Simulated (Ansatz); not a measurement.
# How fast states decay through MgZn2PBr3

Wanted: the relaxed cell of MgZn2PBr3, its band edges and its decay constants. It is built by putting Mg for part of the Zn in the Zn3PBr3 structure of space group Pm, with the volume rescaled by atomic radii. The parent structure comes from the Materials Project.

Program: Ansatz 0.2.0. Level of theory: LDA DFT, plane waves, PAW files, in the first sound run; inputs show where later runs differ. Results are calculated unless marked as measured.

The structure was built from a prototype and need not be the compound's stable phase.

## (1) The structure

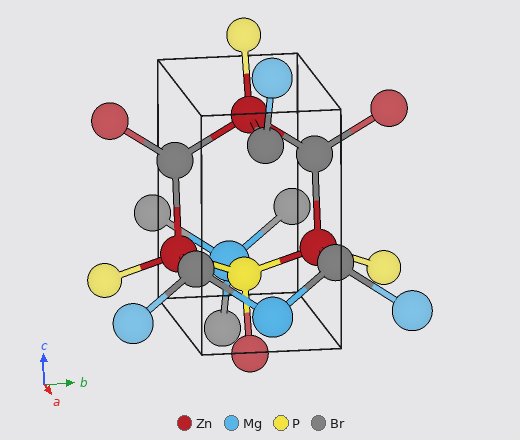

The starting structure, seen slightly off an axis (zinc red, magnesium blue, phosphorus yellow, bromine grey). Some periodic images of atoms are drawn too.

Structure file:

```cif
data_structure
_symmetry_space_group_name_H-M 'P 1'
_symmetry_Int_Tables_number 1
_cell_length_a 6.6909
_cell_length_b 4.0635
_cell_length_c 7.0320
_cell_angle_alpha 90.000
_cell_angle_beta 90.631
_cell_angle_gamma 90.000
_cell_volume 191.18
loop_
_atom_site_label
_atom_site_type_symbol
_atom_site_fract_x
_atom_site_fract_y
_atom_site_fract_z
_atom_site_occupancy
Zn1 Zn 0.47409 0.00000 0.29939 1
Zn2 Zn 0.50049 0.50000 0.87471 1
Mg3 Mg 0.02618 0.50000 0.15105 1
P4 P 0.37090 0.50000 0.17740 1
Br5 Br 0.86933 0.00000 0.32860 1
Br6 Br 0.86717 0.50000 0.83225 1
Br7 Br 0.38783 0.00000 0.66995 1
```

## (2) Relaxing the new crystal

The substituted atoms don't fit the parent's cell, so cell and atoms relax together. A small smearing keeps the run stable in case the gap closes on the way.

Contents of input.yaml:

```yaml
crystal:
  lattice:
    - [6.6909319168, 0.0, 0.0]
    - [0.0, 4.0635415961, 0.0]
    - [-0.0773981365, 0.0, 7.031621131]
  atoms:
    - { symbol: Zn, position: [0.47408863, 0.0, 0.29938736] }
    - { symbol: Zn, position: [0.50049095, 0.5, 0.87470843] }
    - { symbol: Mg, position: [0.02618432, 0.5, 0.15104887] }
    - { symbol: P, position: [0.37090249, 0.5, 0.17739717] }
    - { symbol: Br, position: [0.86933168, 0.0, 0.32860365] }
    - { symbol: Br, position: [0.86717339, 0.5, 0.83224823] }
    - { symbol: Br, position: [0.38782754, 0.0, 0.66995428] }
kpoints:
  mp_grid: { grid: [4, 6, 4] }
scf:
  occupations: { method: gaussian, width: 0.03 }
hamiltonian:
  xc: lda
output:
  forces: true
  stress: true
relax:
  f_tol: 0.02
  max_steps: 60
  cell: {}
```

The run is started by

```sh
$ ansatz run input.yaml --threads 2 --pin off --max-ram 4096MiB --backend cpu --events-out ev --progress --plain --runs-dir out
```

Numbers of over 12 decimals in the logs are rounded to 6 here.

Output:

```text
Engine: ansatz 0.2.0, x86_64-unknown-linux-gnu
Pseudopotentials: kind: paw
Pseudopotential: Zn, paw, valence charge 12, recommended cutoff 420 eV (normal), Zn.paw.azcp
Pseudopotential: Mg, paw, valence charge 10, recommended cutoff 420 eV (normal), Mg.paw.azcp
Pseudopotential: P, paw, valence charge 5, recommended cutoff 420 eV (normal), P.paw.azcp
Pseudopotential: Br, paw, valence charge 7, recommended cutoff 420 eV (normal), Br.paw.azcp
Functional definition: SPW92
  exchange = slater_x
  correlation = pw_c
Crystal: 7 atoms, lattice volume = 191.182 Å³
Basis set: ecut = 420 eV, 3735 PW (Γ)
Bands: 37, of which v1, the nominal top of the filled ones, is band 30 counted from 1 (29 counted from 0)
Symmetry: 2 space group operations
Space group: Pm (ITA 6), of the structure as read, at distance tolerance 5.8e-5 Å
k-points: 40 of 96 (time reversal used)
Non-local potential: Zn, projectors of the file, l = 0: 2, l = 1: 2, l = 2: 3, l = 3: 1
Non-local potential: Mg, projectors of the file, l = 0: 3, l = 1: 2, l = 2: 1
Non-local potential: P, projectors of the file, l = 0: 2, l = 1: 2, l = 2: 2
Non-local potential: Br, projectors of the file, l = 0: 2, l = 1: 2, l = 2: 2
PAW form: soft (Blöchl's): semilocal exchange-correlation on the pseudo side does not see the compensation charge
PAW frozen core: Zn, regenerated for the run's functional, and the local potential with it (the file was generated under x = pbe(κ = 0.804, μ = 0.219515), c = pbe(β = 0.066725))
PAW frozen core: Mg, regenerated for the run's functional, and the local potential with it (the file was generated under x = pbe(κ = 0.804, μ = 0.219515), c = pbe(β = 0.066725))
PAW frozen core: P, regenerated for the run's functional, and the local potential with it (the file was generated under x = pbe(κ = 0.804, μ = 0.219515), c = pbe(β = 0.066725))
PAW frozen core: Br, regenerated for the run's functional, and the local potential with it (the file was generated under x = pbe(κ = 0.804, μ = 0.219515), c = pbe(β = 0.066725))
PAW one-centre angular grid: Zn, 590 points (default); XC on 64 Gauss nodes
PAW one-centre angular grid: Mg, 110 points (default); XC on 64 Gauss nodes
PAW one-centre angular grid: P, 110 points (default); XC on 64 Gauss nodes
PAW one-centre angular grid: Br, 110 points (default); XC on 64 Gauss nodes
Initial density: superposition of atomic densities (neutral atoms: chi_scale 0, normalization atom), corrected by the library's trained network
Initial wavefunctions: pseudopotential atomic-orbital guess
Functional: x = slater, c = lda
SCF iter   1: F=—  HF=-17206.881008 eV  |F-HF|=—  |Δ(HF+E_count)|=         —  Δρ=5.62e-3  dr2=5.40e-2  ethr=1.77e-3  ⟨swp⟩=10.1  Hψ=8053  notcnv=0  defer=5
preconditioner: auto → Resta (q_TF=auto, 2.249 Å⁻¹)  ε∞=4.5  [insulator: Δε(μ)=1.439 eV  Ē_g=10.312 eV  σ=0.030 eV  W_gap=1.00  n_scr=38 (ndim 8)  ℏωp=19.4 eV  f_vac=0.081  D(μ)=0.00/eV (n_scr^D=0)  ε∞_Penn≈4.5]
SCF iter   2: F=—  HF=-17206.868648 eV  |F-HF|=—  |Δ(HF+E_count)|=   1.24e-2  Δρ=2.51e-3  dr2=1.25e-2  ethr=9.00e-5  ⟨swp⟩=2.6  Hψ=3262  notcnv=0  defer=82
SCF iter   3: F=—  HF=-17206.866293 eV  |F-HF|=—  |Δ(HF+E_count)|=   2.36e-3  Δρ=1.50e-3  dr2=2.59e-3  ethr=2.08e-5  ⟨swp⟩=2.0  Hψ=2509  notcnv=0  defer=82
SCF iter   4: F=—  HF=-17206.865334 eV  |F-HF|=—  |Δ(HF+E_count)|=   9.59e-4  Δρ=4.40e-4  dr2=3.20e-4  ethr=4.31e-6  ⟨swp⟩=2.0  Hψ=2452  notcnv=0  defer=82
SCF iter   5: F=—  HF=-17206.865270 eV  |F-HF|=—  |Δ(HF+E_count)|=   6.35e-5  Δρ=1.26e-4  dr2=4.79e-5  ethr=5.33e-7  ⟨swp⟩=3.0  Hψ=2543  notcnv=0  defer=82
SCF iter   6: F=—  HF=-17206.865284 eV  |F-HF|=—  |Δ(HF+E_count)|=   1.34e-5  Δρ=6.00e-5  dr2=6.15e-6  ethr=7.98e-8  ⟨swp⟩=2.6  Hψ=2458  notcnv=0  defer=82
SCF iter   7: F=—  HF=-17206.865286 eV  |F-HF|=—  |Δ(HF+E_count)|=   2.11e-6  Δρ=4.52e-5  dr2=2.63e-6  ethr=1.03e-8  ⟨swp⟩=2.2  Hψ=2342  notcnv=0  defer=82
SCF iter   8: F=—  HF=-17206.865285 eV  |F-HF|=—  |Δ(HF+E_count)|=   1.09e-6  Δρ=7.42e-6  dr2=1.34e-7  ethr=4.39e-9  ⟨swp⟩=2.0  Hψ=2314  notcnv=0  defer=82
SCF iter   9: F=-17206.865285 eV  HF=-17206.865285 eV  |F-HF|=2.09e-9  |Δ(HF+E_count)|=   7.76e-8  Δρ=1.60e-6  dr2=6.03e-9  ethr=1.67e-10  ⟨swp⟩=5.0  Hψ=5655  notcnv=0
SCF 1 converged in 9 iterations: F = -17206.865285 eV  dr2 = 6.03e-9
  greatest PAW one-centre occupation: 1.000 electrons in one spin orbital (limit 2), on the Mg atom at site 2 (counted from 0), in its partial waves of l = 1
relax step   1: F+E_penalty+E_count = -17206.86528480 eV  Δ(F+E_penalty+E_count) = +0.000e0 eV  max|allowed force component| = 1.493e0 eV/Å  Δτ_max = 0.0000 Å  P = -2.032 GPa  Ω = 191.182 Å³  (9 SCF iters, dr2 threshold 1.00e-7 eV, accepted)
Crystal: 7 atoms, lattice volume = 178.502 Å³
Basis set: ecut = 420 eV, 3489 PW (Γ)
Initial density: handed on by an earlier stage of this run
Initial wavefunctions: those handed on with the density
iter 1 solved again at ethr=3.41e-4 eV; its pass at ethr=3.10e-3 eV (dr2=2.05e-1 eV) is discarded
SCF iter   1: F=—  HF=-17207.155110 eV  |F-HF|=—  |Δ(HF+E_count)|=         —  Δρ=7.01e-3  dr2=2.06e-1  ethr=3.41e-4  ⟨swp⟩=2.0  Hψ=8401  notcnv=0
preconditioner: auto → Resta (q_TF=auto, 2.275 Å⁻¹)  ε∞=4.6  [insulator: Δε(μ)=1.877 eV  Ē_g=10.547 eV  σ=0.030 eV  W_gap=1.00  n_scr=38 (ndim 8)  ℏωp=20.0 eV  f_vac=0.041  D(μ)=0.00/eV (n_scr^D=0)  ε∞_Penn≈4.6]
SCF iter   2: F=—  HF=-17207.105530 eV  |F-HF|=—  |Δ(HF+E_count)|=   4.96e-2  Δρ=3.68e-3  dr2=4.73e-2  ethr=3.41e-4  ⟨swp⟩=3.1  Hψ=2319  notcnv=0
SCF iter   3: F=—  HF=-17207.091648 eV  |F-HF|=—  |Δ(HF+E_count)|=   1.39e-2  Δρ=1.27e-3  dr2=4.64e-3  ethr=7.88e-5  ⟨swp⟩=3.1  Hψ=2912  notcnv=0  defer=24
SCF iter   4: F=—  HF=-17207.090439 eV  |F-HF|=—  |Δ(HF+E_count)|=   1.21e-3  Δρ=1.10e-3  dr2=1.81e-3  ethr=7.73e-6  ⟨swp⟩=2.0  Hψ=2797  notcnv=0  defer=81
SCF iter   5: F=—  HF=-17207.089639 eV  |F-HF|=—  |Δ(HF+E_count)|=   8.00e-4  Δρ=2.59e-4  dr2=2.15e-4  ethr=3.02e-6  ⟨swp⟩=2.0  Hψ=2259  notcnv=0  defer=81
SCF iter   6: F=—  HF=-17207.089587 eV  |F-HF|=—  |Δ(HF+E_count)|=   5.18e-5  Δρ=7.62e-5  dr2=1.68e-5  ethr=3.58e-7  ⟨swp⟩=2.0  Hψ=2278  notcnv=0  defer=81
SCF iter   7: F=—  HF=-17207.089587 eV  |F-HF|=—  |Δ(HF+E_count)|=   4.08e-7  Δρ=7.97e-5  dr2=7.16e-6  ethr=2.80e-8  ⟨swp⟩=2.5  Hψ=2824  notcnv=0  defer=81
SCF iter   8: F=-17207.089583 eV  HF=-17207.089583 eV  |F-HF|=6.10e-8  |Δ(HF+E_count)|=   3.93e-6  Δρ=1.42e-5  dr2=4.60e-7  ethr=1.17e-9  ⟨swp⟩=4.1  Hψ=7322  notcnv=0
SCF 2 converged in 8 iterations: F = -17207.089583 eV  dr2 = 4.60e-7
relax step   2: F+E_penalty+E_count = -17207.08958343 eV  Δ(F+E_penalty+E_count) = -2.243e-1 eV  max|allowed force component| = 5.937e-1 eV/Å  Δτ_max = 0.1501 Å  P = -0.383 GPa  Ω = 178.502 Å³  energy of the carried Pulay correction = +2.610e-3 eV  (8 SCF iters, dr2 threshold 7.00e-7 eV, accepted)
Crystal: 7 atoms, lattice volume = 176.118 Å³
Basis set: ecut = 420 eV, 3435 PW (Γ)
iter 1 solved again at ethr=2.50e-5 eV; its pass at ethr=3.10e-3 eV (dr2=1.50e-2 eV) is discarded
SCF iter   1: F=—  HF=-17207.116083 eV  |F-HF|=—  |Δ(HF+E_count)|=         —  Δρ=1.73e-3  dr2=1.52e-2  ethr=2.50e-5  ⟨swp⟩=2.1  Hψ=8142  notcnv=0
preconditioner: auto → Resta (q_TF=auto, 2.280 Å⁻¹)  ε∞=4.6  [insulator: Δε(μ)=1.731 eV  Ē_g=10.583 eV  σ=0.030 eV  W_gap=1.00  n_scr=38 (ndim 8)  ℏωp=20.2 eV  f_vac=0.040  D(μ)=0.00/eV (n_scr^D=0)  ε∞_Penn≈4.6]
SCF iter   2: F=—  HF=-17207.112420 eV  |F-HF|=—  |Δ(HF+E_count)|=   3.66e-3  Δρ=8.66e-4  dr2=3.02e-3  ethr=2.50e-5  ⟨swp⟩=2.1  Hψ=1887  notcnv=0
SCF iter   3: F=—  HF=-17207.111537 eV  |F-HF|=—  |Δ(HF+E_count)|=   8.83e-4  Δρ=2.38e-4  dr2=1.42e-4  ethr=5.03e-6  ⟨swp⟩=2.1  Hψ=2405  notcnv=0
SCF iter   4: F=—  HF=-17207.111523 eV  |F-HF|=—  |Δ(HF+E_count)|=   1.34e-5  Δρ=2.54e-4  dr2=7.53e-5  ethr=2.37e-7  ⟨swp⟩=2.0  Hψ=2453  notcnv=0
SCF iter   5: F=—  HF=-17207.111482 eV  |F-HF|=—  |Δ(HF+E_count)|=   4.16e-5  Δρ=4.17e-5  dr2=5.89e-6  ethr=1.25e-7  ⟨swp⟩=2.0  Hψ=2373  notcnv=0
SCF iter   6: F=-17207.111481 eV  HF=-17207.111481 eV  |F-HF|=1.77e-7  |Δ(HF+E_count)|=   4.13e-7  Δρ=1.41e-5  dr2=5.47e-7  ethr=1.17e-9  ⟨swp⟩=4.6  Hψ=7376  notcnv=0
SCF 3 converged in 6 iterations: F = -17207.111481 eV  dr2 = 5.47e-7
relax step   3: F+E_penalty+E_count = -17207.11148114 eV  Δ(F+E_penalty+E_count) = -2.190e-2 eV  max|allowed force component| = 1.427e-1 eV/Å  Δτ_max = 0.0513 Å  P = +0.145 GPa  Ω = 176.118 Å³  energy of the carried Pulay correction = +3.121e-3 eV  (6 SCF iters, dr2 threshold 7.00e-7 eV, accepted)
[...]
relax step   4: F+E_penalty+E_count = -17207.11042906 eV  Δ(F+E_penalty+E_count) = +1.052e-3 eV  max|allowed force component| = 1.088e-1 eV/Å  Δτ_max = 0.0605 Å  P = -0.189 GPa  Ω = 176.507 Å³  energy of the carried Pulay correction = +3.037e-3 eV  (7 SCF iters, dr2 threshold 7.00e-7 eV, rejected (line search))
[...]
relax step   5: F+E_penalty+E_count = -17207.11471108 eV  Δ(F+E_penalty+E_count) = -3.230e-3 eV  max|allowed force component| = 1.807e-2 eV/Å  Δτ_max = 0.0293 Å  P = -0.010 GPa  Ω = 176.214 Å³  energy of the carried Pulay correction = +3.100e-3 eV  (10 SCF iters, accepted)
[...]
relax step   6: F+E_penalty+E_count = -17207.11484635 eV  Δ(F+E_penalty+E_count) = -1.353e-4 eV  max|allowed force component| = 6.863e-3 eV/Å  Δτ_max = 0.0057 Å  P = -0.001 GPa  Ω = 176.095 Å³  energy of the carried Pulay correction = +3.126e-3 eV  (6 SCF iters, dr2 threshold 8.55e-9 eV, accepted)
Initial wavefunctions: pseudopotential atomic-orbital guess (no wavefunctions were taken with the density)
iter 1 solved again at ethr=6.67e-7 eV; its pass at ethr=3.10e-3 eV (dr2=4.00e-4 eV) is discarded
SCF iter   1: F=—  HF=-17207.111917 eV  |F-HF|=—  |Δ(HF+E_count)|=         —  Δρ=8.45e-5  dr2=2.05e-6  ethr=6.67e-7  ⟨swp⟩=4.0  Hψ=12670  notcnv=0
preconditioner: auto → Resta (q_TF=auto, 2.280 Å⁻¹)  ε∞=4.7  [insulator: Δε(μ)=1.700 eV  Ē_g=10.559 eV  σ=0.030 eV  W_gap=1.00  n_scr=38 (ndim 8)  ℏωp=20.2 eV  f_vac=0.039  D(μ)=0.00/eV (n_scr^D=0)  ε∞_Penn≈4.7]
SCF iter   2: F=—  HF=-17207.111916 eV  |F-HF|=—  |Δ(HF+E_count)|=   1.02e-6  Δρ=7.34e-5  dr2=3.79e-6  ethr=3.42e-9  ⟨swp⟩=3.5  Hψ=3432  notcnv=0
SCF iter   3: F=—  HF=-17207.111916 eV  |F-HF|=—  |Δ(HF+E_count)|=   7.30e-8  Δρ=1.92e-5  dr2=1.01e-7  ethr=3.42e-9  ⟨swp⟩=2.1  Hψ=2356  notcnv=0
SCF iter   4: F=—  HF=-17207.111916 eV  |F-HF|=—  |Δ(HF+E_count)|=   2.29e-7  Δρ=2.22e-6  dr2=2.81e-9  ethr=1.68e-10  ⟨swp⟩=2.2  Hψ=2421  notcnv=0
SCF iter   5: F=—  HF=-17207.111916 eV  |F-HF|=—  |Δ(HF+E_count)|=   1.37e-8  Δρ=1.52e-6  dr2=2.11e-9  ethr=4.68e-12  ⟨swp⟩=3.0  Hψ=2781  notcnv=0
SCF iter   6: F=—  HF=-17207.111916 eV  |F-HF|=—  |Δ(HF+E_count)|=  6.08e-10  Δρ=7.04e-7  dr2=3.63e-10  ethr=3.52e-12  ⟨swp⟩=2.0  Hψ=2400  notcnv=0
SCF iter   7: F=-17207.111916 eV  HF=-17207.111916 eV  |F-HF|=0.00e0  |Δ(HF+E_count)|=  1.16e-10  Δρ=1.93e-7  dr2=3.07e-11  ethr=1.00e-12  ⟨swp⟩=5.1  Hψ=5966  notcnv=0
SCF 7 converged in 7 iterations: F = -17207.111916 eV  dr2 = 3.07e-11
relax step   7: F+E_penalty+E_count = -17207.11191597 eV  Δ(F+E_penalty+E_count) = +2.930e-3 eV  max|allowed force component| = 6.686e-3 eV/Å  Δτ_max = 0.0000 Å  P = -0.005 GPa  Ω = 176.095 Å³  stress off target by 2.16e-2 GPa  SCF on the basis re-selected at this cell (its energy is not comparable with the rows above)  (7 SCF iters)
basis re-selected at this cell: Δ(F+E_penalty+E_count) = +2.930e-3 eV, ΔP = -0.004 GPa vs the last step (what re-selecting the basis moved, of the pressure what is left beyond the Pulay correction that the steps carried, after the strain that the cell walked since its last selection, with what the two solves' SCF thresholds leave and, on support functions, any second-order correction that the steps lacked; it is no measure of the basis error at this ecutwfc). The dense FFT grid was sized anew with the basis: this SCF ran on 45×27×48 points, the steps before it on 45×30×48, so part of this shift can come from that change (see relax.cell in the input reference). [rest of the remark cut]
SCF converged after 7 iterations
Free energy (F): -17207.111916 eV
Harris-Foulkes:  -17207.111916 eV  (|F-HF|=0.00e0)
Internal energy: -17207.111916 eV  (E = F + TS)
E sigma→0 (E₀):  -17207.111916 eV
Fermi energy:    5.090521 eV
--- Per-component energies (eV) ---
  E_band       = -459.948963
  E_kinetic    = 813.002093
  E_local      = -6996.270619  (includes V_loc(G=0)·N_el)
  E_nonlocal   = 1580.467995
  E_hartree    = 2765.629175
  E_xc         = -1145.360507
  E_vxc        = -520.656677  (∫ρ·V_xc dr)
  E_paw        = -10805.038110  (= ΣΔE_a)
  E_vpaw       = -867.749378  (= ΣTr[D̂ρ^β])
  E_aug_tail   = -0.000736  (compensation charges beyond the density's cutoff)
  E_ewald      = -3423.542855
  E_core_change = 4.001647  (= ΣΔE_core)
  E_smearing   = -0.000000  (= −TS)
  E_closure    = 0.000000  (closes the sum)
  Σ components = -17207.111916   (vs F -17207.111916, Δ=0.00e0)
--- Forces (eV/Å), atoms counted from 1 ---
  atom   1  Zn     0.00109186    -0.00000000    -0.00033550
  atom   2  Zn     0.00670031    -0.00000000     0.00518454
  atom   3  Mg     0.00349690    -0.00000000     0.00357406
  atom   4  P     -0.00582402     0.00000000     0.00165997
  atom   5  Br    -0.00158317     0.00000000     0.00026286
  atom   6  Br     0.00070465    -0.00000000    -0.00457476
  atom   7  Br    -0.00448695     0.00000000    -0.00581860
  max |Σ_I F_I| component: 9.96e-5 eV/Å
--- Stress (GPa, compression-positive) ---
       -0.014344       0.000000      -0.008796
        0.000000       0.009899       0.000000
       -0.008796       0.000000      -0.011010
  P = ⅓ Tr σ = -0.0052 GPa (-0.052 kbar)
--- Relaxed structure (6 steps of the walk, 5 accepted, 1 SCFs on fresh bases) ---
  F+E_penalty+E_count = -17207.11191597 eV   max|allowed force component| = 6.686e-3 eV/Å   (the final SCF, on the basis selected at the relaxed cell)
  cell:  # Å, volume = 176.0947 Å³
    - [6.553363, -6.8465511209429704e-18, 0.020556]
    - [-4.158052363366837e-18, 3.975878, 5.256059547477127e-17]
    - [-0.054204, 9.103094198857455e-17, 6.758310]
  atoms:
    - { symbol: Zn, position: [0.474662, -2.701024081534139e-18, 0.304074] }
    - { symbol: Zn, position: [0.506765, 0.5, 0.871504] }
    - { symbol: Mg, position: [0.00783294, 0.5, 0.150368] }
    - { symbol: P, position: [0.380557, 0.5, 0.178868] }
    - { symbol: Br, position: [0.870448, -1.0994512790515544e-17, 0.347680] }
    - { symbol: Br, position: [0.868709, 0.5, 0.807969] }
    - { symbol: Br, position: [0.387024, -1.6892240688491645e-18, 0.672885] }
```

It took 29 s on 2 threads of AMD EPYC 9R45, shared host; peak memory 0.6 GiB.

Relaxation path:

```csv
step,energy less that of the first step (eV),largest force component (eV/Å),pressure (GPa),volume (Å³)
1,0.0000,1.4928,-2.03,191.18
2,-0.2243,0.5937,-0.38,178.50
3,-0.2462,0.1427,0.14,176.12
4,-0.2451,0.1088,-0.19,176.51
5,-0.2494,0.0181,-0.01,176.21
6,-0.2496,0.0069,0.00,176.09
7*,-0.2466,0.0067,-0.01,176.09
```

Relaxation steps marked * repeat the geometry before them on a plane-wave basis chosen anew for their cell, so energy and pressure can jump there. Relaxation step 4 was tried and not accepted.

Forces are held to the 2 operations that the run works with; a distortion that breaks them can't arise in this run.

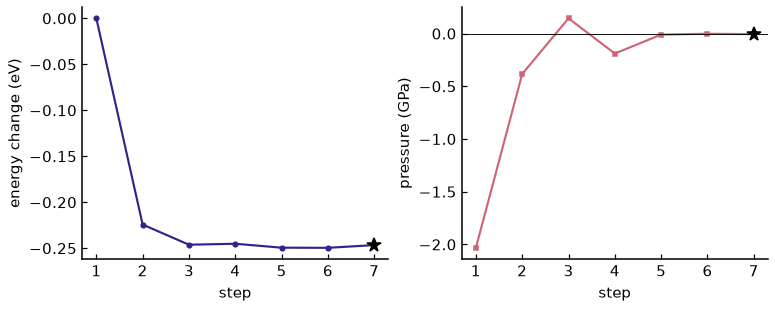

Energy and pressure along the relaxation. Stars mark steps on a basis chosen anew.

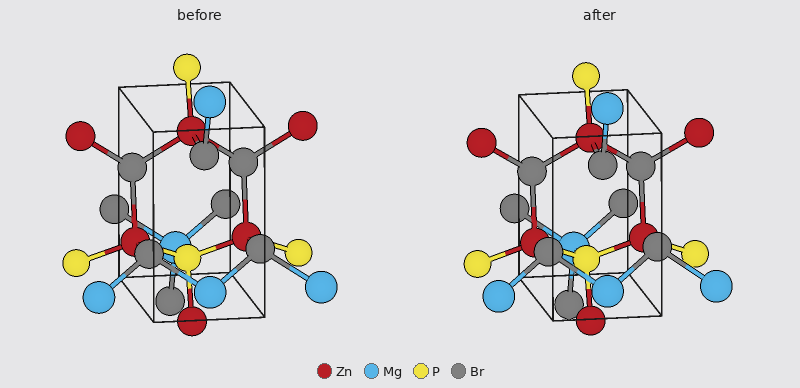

Before and after, at one scale.

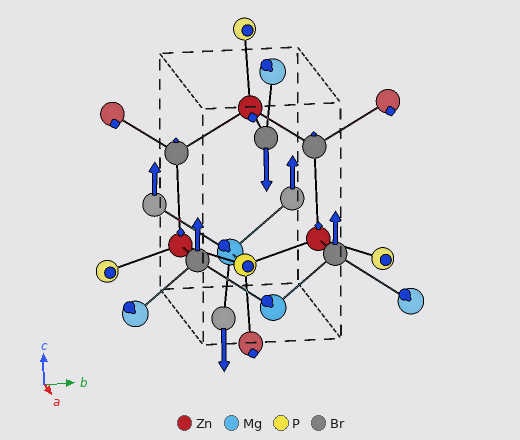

Displacements in the relaxation, exaggerated, measured against the changing cell; the longest in the cell stands for 0.16 Å. Some periodic images of atoms are drawn too.

```csv
cell as run,before,after,change
a (Å),6.691,6.553,-2.1 %
b (Å),4.064,3.976,-2.2 %
c (Å),7.032,6.759,-3.9 %
β (°),90.63,90.28,-0.4 %
volume (Å³/atom),27.31,25.16,-7.9 %
```

The atoms that moved most (Å, as changes of fractional coordinates times the final cell):

```csv
atom,dx,dy,dz,length
Br6,0.011,0.000,-0.164,0.164
Br5,0.006,0.000,0.129,0.129
Mg3,-0.120,0.000,-0.005,0.120
P4,0.063,0.000,0.010,0.064
Zn2,0.041,0.000,-0.022,0.047
Zn1,0.004,0.000,0.032,0.032
Br7,-0.005,0.000,0.020,0.021
```

Numbers from this step:

| Property | Result |
| --- | --- |
| free energy | -17207.1119 eV |
| Fermi energy | 5.091 eV |
| pressure | -0.005152 GPa |

The largest force component on a free atom ends at 0.0067 eV/Å.

(Continued in part 2 of 3.)

[Logs are printed without paths, hosts, clocks, repeated set-up lines and the standing remarks that a program may print on its own settings, such as how far it seeks lower states.]

[Hosts, paths, dates, database ids (printed as entryN), source tags and the programs' standing remarks are cut or masked in the printed files.]
